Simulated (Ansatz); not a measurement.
# CH4OSn: from a rough start to a minimum

What shape does CH4OSn take? The plan is to relax it, check the end point by its vibrations and derive ideal-gas thermochemistry, and look at its orbitals and charge.

The runs use Ansatz 0.2.0, Gaussian basis; RKS PBE0-D4/def2-TZVP.

The runs, in order: relaxation at PBE-D4/def2-SVP; relaxation at PBE0-D4/def2-TZVP; harmonic vibrations at the same level; a single point in def2-TZVPP for the fields.

### 1 Starting geometry

SMILES `[CH3][Sn][OH]`, 7 atoms, charge 0, spin multiplicity 1.

Atoms are counted from 1 here; the program's logs count them from 0.

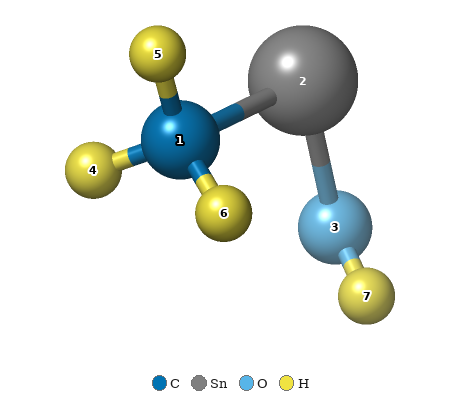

The starting geometry (colours as in the key); atoms are numbered from 1 in the order of the file.

As a file:

```csv
atom,x (Å),y (Å),z (Å)
C1,-0.8544,0.4720,-0.2408
Sn2,1.1688,0.2471,-0.7195
O3,1.8340,-1.3235,0.2481
H4,-1.3946,-0.3770,-0.5595
H5,-1.2923,1.3922,-0.8168
H6,-1.0184,0.6922,0.8379
H7,1.6182,-1.1710,1.2049
```

The start is a force-field geometry with small random shifts, so a cheaper pass at PBE-D4/def2-SVP comes first. Sn takes the def2 core potential; no spin-orbit term is included.

### 2 Optimising with PBE-D4/def2-SVP (cheap first pass)

Input file in.yaml:

```yaml
crystal:
  periodic: [false, false, false]
  atoms:
    - {symbol: C, position_ang: [-0.854400, 0.472000, -0.240800]}
    - {symbol: Sn, position_ang: [1.168800, 0.247100, -0.719500]}
    - {symbol: O, position_ang: [1.834000, -1.323500, 0.248100]}
    - {symbol: H, position_ang: [-1.394600, -0.377000, -0.559500]}
    - {symbol: H, position_ang: [-1.292300, 1.392200, -0.816800]}
    - {symbol: H, position_ang: [-1.018400, 0.692200, 0.837900]}
    - {symbol: H, position_ang: [1.618200, -1.171000, 1.204900]}
basis:
  gaussian: {orbitals: def2-SVP}
hamiltonian: {xc: pbe, dispersion: d4}
relax: {f_tol: 0.03, max_steps: 200}
```

The run is started by

```console
$ ansatz run in.yaml --threads 2 --pin off --events-out ev --progress --plain --max-ram 22528MiB --backend cpu
```

Standard output (excerpt; [...] marks lines left out):

```text
Functional definition: PBE
  name "PBE"
  cite "Perdew, Burke & Ernzerhof, Phys. Rev. Lett. 77, 3865 (1996) doi:10.1103/PhysRevLett.77.3865"
  parent pbe
[...]
824 factors; their error is unknown
[...]
mean field -8974.00100271 eV, -329.7884540533 hartree, gradient 3.5e-5 eV, S^2 0.000000; 0 other end points of the search recorded, 0 dependent functions left out
[...]
reference -8974.00103474 eV, -329.7884552304 hartree; 20, 20 occupied and 54, 54 virtual orbitals, 824 factors
relax step   1: F+E_penalty+E_count = -8974.12051908 eV  Δ(F+E_penalty+E_count) = +0.000e0 eV  max|allowed force component| = 3.131e0 eV/Å  Δτ_max = 0.0000 Å  (26 SCF iters, accepted)
[...]
relax step   7: F+E_penalty+E_count = -8974.77658404 eV  Δ(F+E_penalty+E_count) = +5.119e-3 eV  max|allowed force component| = 1.507e-1 eV/Å  Δτ_max = 0.0676 Å  (29 SCF iters, rejected (line search))
[...]
relax step   8: F+E_penalty+E_count = -8974.78380169 eV  Δ(F+E_penalty+E_count) = -2.099e-3 eV  max|allowed force component| = 2.000e-2 eV/Å  Δτ_max = 0.0338 Å  (28 SCF iters, accepted)
824 factors; their error is unknown
mean field -8974.66284912 eV, -329.8127764603 hartree, gradient 1.4e-5 eV, S^2 0.000000; 1 other end points of the search recorded, 0 dependent functions left out
[...]
reference -8974.66288036 eV, -329.8127776084 hartree; 20, 20 occupied and 54, 54 virtual orbitals, 824 factors
Total energy: -8974.78383293 eV, -329.8172225333 hartree
Atom 0 at    -0.790588     0.466767    -0.240446 Å, force    -0.000410     0.010104     0.008620 eV/Å
Atom 1 at     1.297705     0.243433    -1.016007 Å, force     0.003148     0.009475    -0.019125 eV/Å
Atom 2 at     1.881386    -1.041370     0.446901 Å, force    -0.006875    -0.013711     0.020004 eV/Å
Atom 3 at    -1.378029    -0.442559    -0.494393 Å, force     0.001942    -0.005097    -0.001180 eV/Å
Atom 4 at    -1.309665     1.342789    -0.680791 Å, force     0.002056    -0.006963     0.005123 eV/Å
Atom 5 at    -0.788764     0.572946     0.865511 Å, force    -0.005078     0.000700    -0.003716 eV/Å
Atom 6 at     1.149255    -1.210007     1.073526 Å, force     0.005216     0.005491    -0.009726 eV/Å
Dipole moment:    -0.312984     0.138989    -0.031233 e Å
```

It took 7.5 s on 2 threads of AMD EPYC 7R13, shared host.

Along the way: (the energy doesn't fall at every step)

```csv
step,energy from step 1 (eV),largest force component (eV/Å)
1,0.0000,3.1314
2,-0.4817,1.2532
3,-0.4929,2.1550
4,-0.6442,0.2620
5,-0.6563,0.1679
6,-0.6612,0.1399
7,-0.6561,0.1507
8,-0.6633,0.0200
```

Distances of close pairs at the start and the end, largest changes first:

```csv
bond,before (Å),after (Å),change (Å)
C1–Sn2,2.091,2.239,+0.148
Sn2–O3,1.961,2.033,+0.072
C1–H5,1.171,1.109,-0.061
C1–H4,1.056,1.112,+0.056
O3–H7,0.993,0.978,-0.014
C1–H6,1.113,1.111,-0.002
```

### 3 Optimising with PBE0-D4/def2-TZVP

Input file in.yaml:

```yaml
crystal:
  periodic: [false, false, false]
  atoms:
    - {symbol: C, position_ang: [-0.790588, 0.466767, -0.240446]}
    - {symbol: Sn, position_ang: [1.297705, 0.243433, -1.016007]}
    - {symbol: O, position_ang: [1.881386, -1.041370, 0.446901]}
    - {symbol: H, position_ang: [-1.378029, -0.442559, -0.494393]}
    - {symbol: H, position_ang: [-1.309665, 1.342789, -0.680791]}
    - {symbol: H, position_ang: [-0.788764, 0.572946, 0.865511]}
    - {symbol: H, position_ang: [1.149255, -1.210007, 1.073526]}
basis:
  gaussian: {orbitals: def2-TZVP}
hamiltonian: {xc: pbe0, dispersion: d4}
relax: {f_tol: 0.005, max_steps: 150}
```

The command is unchanged.

Standard output (excerpt; [...] marks lines left out):

```text
Functional definition: PBE0
  name "PBE0"
  cite "Adamo & Barone, J. Chem. Phys. 110, 6158 (1999) doi:10.1063/1.478522"
  cite "Perdew, Burke & Ernzerhof, Phys. Rev. Lett. 77, 3865 (1996) doi:10.1103/PhysRevLett.77.3865"
  parent pbe
[...]
968 factors; their error is unknown
[...]
mean field -8979.08888981 eV, -329.9754304557 hartree, gradient 3.4e-5 eV, S^2 0.000000; 0 other end points of the search recorded, 0 dependent functions left out
[...]
reference -8979.08891947 eV, -329.9754315455 hartree; 20, 20 occupied and 116, 116 virtual orbitals, 968 factors
relax step   1: F+E_penalty+E_count = -8979.19032017 eV  Δ(F+E_penalty+E_count) = +0.000e0 eV  max|allowed force component| = 8.832e-1 eV/Å  Δτ_max = 0.0000 Å  (29 SCF iters, accepted)
[...]
reference -8979.14297774 eV, -329.9774181502 hartree; 20, 20 occupied and 116, 116 virtual orbitals, 968 factors
Total energy: -8979.24520792 eV, -329.9811750399 hartree
Atom 0 at    -0.773134     0.486425    -0.226685 Å, force    -0.000320    -0.001075     0.000963 eV/Å
Atom 1 at     1.310421     0.353415    -0.903810 Å, force     0.001341    -0.001948     0.001694 eV/Å
Atom 2 at     1.821153    -1.057606     0.395733 Å, force     0.002496     0.001567    -0.002565 eV/Å
Atom 3 at    -1.259703    -0.487664    -0.342273 Å, force    -0.000285     0.000254     0.000255 eV/Å
Atom 4 at    -1.348927     1.229638    -0.781721 Å, force    -0.000527     0.000750    -0.000663 eV/Å
Atom 5 at    -0.798739     0.748902     0.836003 Å, force    -0.000363     0.000139    -0.000022 eV/Å
Atom 6 at     1.110228    -1.341111     0.977054 Å, force    -0.002342     0.000313     0.000337 eV/Å
Dipole moment:    -0.333290     0.185389    -0.066062 e Å
```

Run time: 37 s. Hardware: 2 threads of AMD EPYC 7R13, shared host.

Relaxation path: (the energy doesn't fall at every step)

```csv
step,energy from step 1 (eV),largest force component (eV/Å)
1,0.0000,0.8832
2,-0.0466,0.3124
3,-0.0475,0.3514
4,-0.0446,0.2240
5,-0.0522,0.1811
6,-0.0536,0.0519
7,-0.0506,0.3861
8,-0.0541,0.0159
9,-0.0543,0.0851
10,-0.0546,0.0278
11,-0.0548,0.0077
12,-0.0548,0.0197
13,-0.0548,0.0158
14,-0.0548,0.0083
15,-0.0548,0.0224
16,-0.0549,0.0026
```

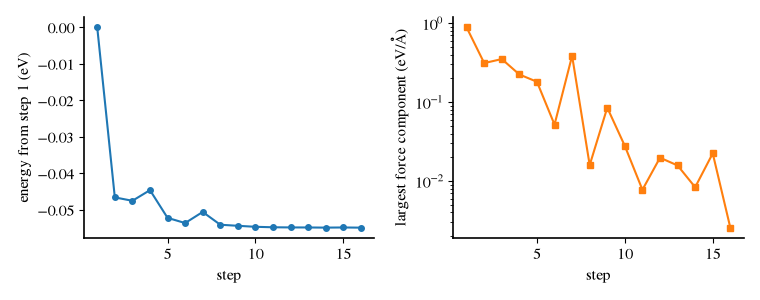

Energy and largest force along the relaxation.

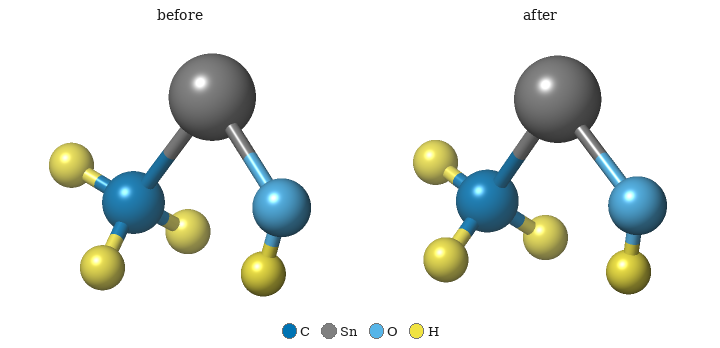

The geometry before (left) and after (right).

Close pairs (by a distance rule), those that changed most:

```csv
bond,before (Å),after (Å),change (Å)
Sn2–O3,2.033,1.985,-0.048
C1–Sn2,2.239,2.195,-0.044
C1–H5,1.109,1.092,-0.018
O3–H7,0.978,0.961,-0.017
C1–H4,1.112,1.095,-0.017
C1–H6,1.111,1.095,-0.016
```

Mulliken charges at the end point, from the run's report:

```csv
atom,value (e)
C1,-0.71
Sn2,0.68
O3,-0.69
H4,0.14
H5,0.14
H6,0.14
H7,0.31
```

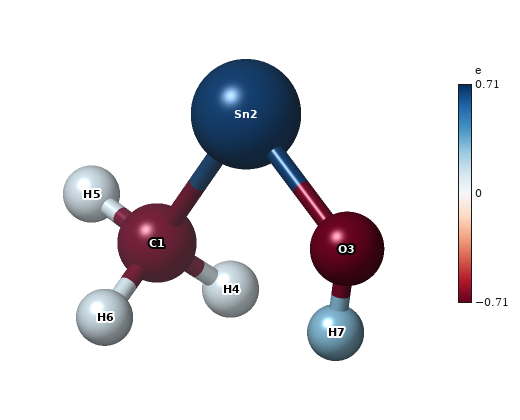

Mulliken charges at the end point, from the run's report, as colours on the atoms.

### 4 Force constants and modes

Input file in.yaml:

```yaml
crystal:
  periodic: [false, false, false]
  atoms:
    - {symbol: C, position_ang: [-0.773134, 0.486425, -0.226685]}
    - {symbol: Sn, position_ang: [1.310421, 0.353415, -0.903810]}
    - {symbol: O, position_ang: [1.821153, -1.057606, 0.395733]}
    - {symbol: H, position_ang: [-1.259703, -0.487664, -0.342273]}
    - {symbol: H, position_ang: [-1.348927, 1.229638, -0.781721]}
    - {symbol: H, position_ang: [-0.798739, 0.748902, 0.836003]}
    - {symbol: H, position_ang: [1.110228, -1.341111, 0.977054]}
basis:
  gaussian: {orbitals: def2-TZVP}
hamiltonian: {xc: pbe0, dispersion: d4}
phonons: {temperatures: {t_min: 298.15, t_max: 900, t_step: 200}}
```

Same command.

Standard output (excerpt; [...] marks lines left out):

```text
Functional definition: PBE0
  name "PBE0"
  cite "Adamo & Barone, J. Chem. Phys. 110, 6158 (1999) doi:10.1063/1.478522"
  cite "Perdew, Burke & Ernzerhof, Phys. Rev. Lett. 77, 3865 (1996) doi:10.1103/PhysRevLett.77.3865"
  parent pbe
[...]
968 factors; their error is unknown
[...]
mean field -8979.14296113 eV, -329.9774175398 hartree, gradient 1.4e-5 eV, S^2 0.000000; 0 other end points of the search recorded, 0 dependent functions left out
[...]
reference -8979.14299043 eV, -329.9774186164 hartree; 20, 20 occupied and 116, 116 virtual orbitals, 968 factors
[...]
968 factors; their error is unknown
mean field -8979.14284718 eV, -329.9774133521 hartree, gradient 3.2e-6 eV, S^2 0.000000; 0 other end points of the search recorded, 0 dependent functions left out
[...]
reference -8979.14287647 eV, -329.9774144288 hartree; 20, 20 occupied and 116, 116 virtual orbitals, 968 factors
[...]
Total energy: -8979.24522060 eV, -329.9811755062 hartree
Atom 0 at    -0.773134     0.486425    -0.226685 Å, force    -0.000340    -0.001089     0.000914 eV/Å
Atom 1 at     1.310421     0.353415    -0.903810 Å, force     0.001396    -0.001968     0.001789 eV/Å
Atom 2 at     1.821153    -1.057606     0.395733 Å, force     0.002498     0.001573    -0.002676 eV/Å
Atom 3 at    -1.259703    -0.487664    -0.342273 Å, force    -0.000287     0.000256     0.000297 eV/Å
Atom 4 at    -1.348927     1.229638    -0.781721 Å, force    -0.000529     0.000727    -0.000664 eV/Å
Atom 5 at    -0.798739     0.748902     0.836003 Å, force    -0.000361     0.000151    -0.000015 eV/Å
Atom 6 at     1.110228    -1.341111     0.977054 Å, force    -0.002377     0.000350     0.000354 eV/Å
Dipole moment:    -0.333290     0.185388    -0.066062 e Å
Vibrations: 73.76 180.46 431.52 476.98 581.59 594.56 646.27 785.96 1183.97 1434.70 1441.59 3028.94 3113.06 3138.38 3871.51 cm⁻¹, zero-point energy 1.300795 eV
```

Wall time 72 s (2 threads of AMD EPYC 7R13, shared host).

Motions are named by where the mode's potential energy lies. Wavenumbers, unscaled:

```csv
mode,cm⁻¹,motion
1,74,torsion
2,180,bend
3,432,torsion
4,477,Sn–C stretch
5,582,bend
6,595,Sn–O stretch
7,646,bend
8,786,bend
9,1184,bend
10,1435,bend
11,1442,bend
12,3029,C–H stretch
13,3113,C–H stretch
14,3138,C–H stretch
15,3872,O–H stretch
```

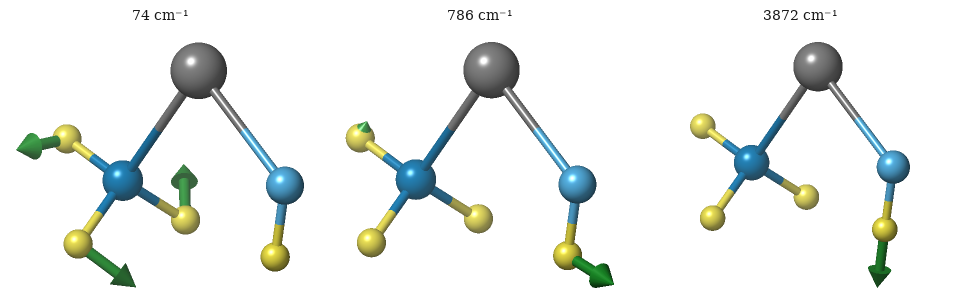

Displacements of 3 modes, as arrows.

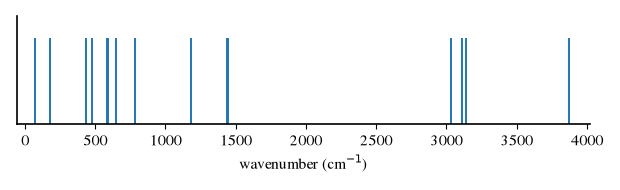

The harmonic wavenumbers as sticks (no intensities were computed).

Ideal gas, rigid rotor and harmonic oscillator at 298.15 K and 1 bar, with symmetry number 1:

```csv
term,value
zero-point energy,125.5 kJ/mol
H(298) − E,141.9 kJ/mol
"entropy, translation",171.4 J/(mol K)
"entropy, rotation",104.0 J/(mol K)
"entropy, vibration",40.0 J/(mol K)
"entropy, total",315.4 J/(mol K)
```

### 5 A single point for the fields

Changes to in.yaml since step 4:

```diff
@@ -11,4 +11,4 @@
 basis:
-  gaussian: {orbitals: def2-TZVP}
+  gaussian: {orbitals: def2-TZVPP}
 hamiltonian: {xc: pbe0, dispersion: d4}
-phonons: {temperatures: {t_min: 298.15, t_max: 900, t_step: 200}}
+output: {orbitals: {seedname: orbitals}}
```

Same command.

Standard output:

```text
Functional definition: PBE0
  name "PBE0"
  cite "Adamo & Barone, J. Chem. Phys. 110, 6158 (1999) doi:10.1063/1.478522"
  cite "Perdew, Burke & Ernzerhof, Phys. Rev. Lett. 77, 3865 (1996) doi:10.1103/PhysRevLett.77.3865"
  parent pbe
  parameter a = 0.25
  parameter kappa = 0.804
  parameter beta = 0.06672455060314922
  exchange = (1 - a)*pbe_x(kappa = kappa, mu = beta*pi^2/3) + a*exact_x
  correlation = pbe_c(beta = beta)
1028 factors; their error is unknown
mean field evaluation 1: about -8966.7587 eV, gradient 7.8e1 eV
mean field evaluation 2: about -8909.5536 eV, gradient 1.6e2 eV
mean field evaluation 4: about -8978.7696 eV, gradient 1.3e1 eV
mean field evaluation 8: about -8979.1342 eV, gradient 1.5e-1 eV
mean field evaluation 16: about -8979.2149 eV, gradient 1.7e-4 eV
mean field -8979.21492967 eV, -329.9800623348 hartree, gradient 4.3e-5 eV, S^2 0.000000; 0 other end points of the search recorded, 0 dependent functions left out
reference -8979.21495948 eV, -329.9800634302 hartree; 20, 20 occupied and 148, 148 virtual orbitals, 1028 factors
Total energy: -8979.31718965 eV, -329.9838203200 hartree
```

It took 2 s on 2 threads of AMD EPYC 7R13, shared host.

The fields below are evaluated on a grid from the run's orbitals.

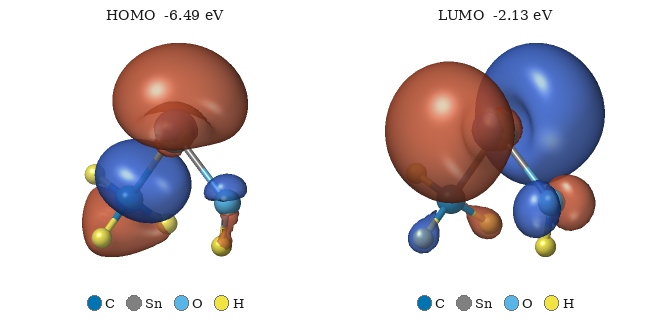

Frontier orbitals at PBE0-D4/def2-TZVPP; each surface holds 70 % of the orbital's density, blue and red mark the sign.

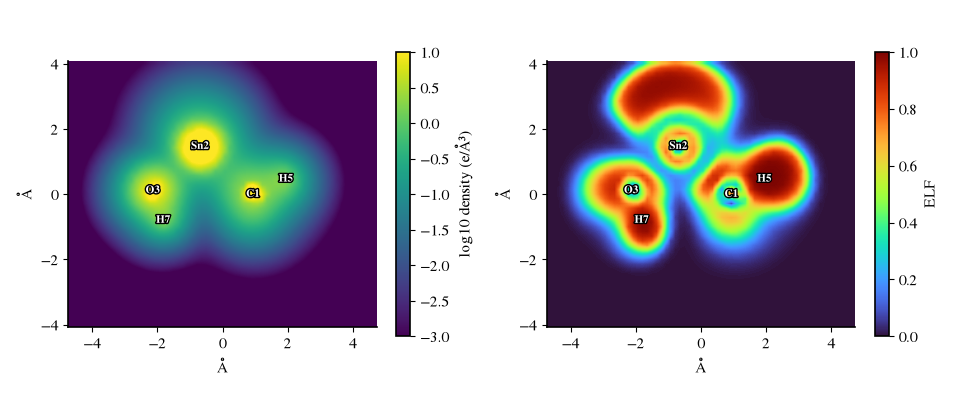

Density (left) and ELF (right) in a plane through or near 5 of the atoms.

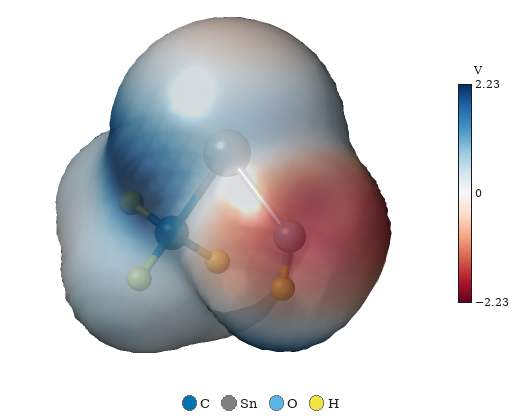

Electrostatic potential on the surface of density 0.002 e/bohr³; red is low, blue high. It runs, from the 1st to the 99th percentile, from -1.72 V near O3 to 2.23 V near Sn2.

### 6 Outcome

```
                  quantity            value
               point group               Cs
                     steps           8 + 16
shift from the start (rms)          0.308 Å
              total energy    -8979.2452 eV
           dispersion term         -102 meV
             dipole moment           1.86 D
lowest, highest wavenumber    74, 3872 cm⁻¹
         zero-point energy     125.5 kJ/mol
       entropy at 298.15 K  315.4 J/(mol K)
                HOMO, LUMO  -6.49, -2.13 eV
```

In words: The atoms moved 0.31 Å (rms) from the start; the bond that changed most is C1–Sn2, from 2.091 to 2.195 Å. No mode is imaginary: a true minimum at this level. The stiffest mode, 3872 cm⁻¹, is an O–H stretch, and 2 modes under 200 cm⁻¹ make the vibrational entropy uncertain. Harmonic hybrid wavenumbers usually lie a few per cent above measured fundamentals. The largest Mulliken charge, -0.71 e, sits on C1. The HOMO lies mostly on Sn2 55 %; C1 27 % and the LUMO on Sn2 78 %; O3 10 %.
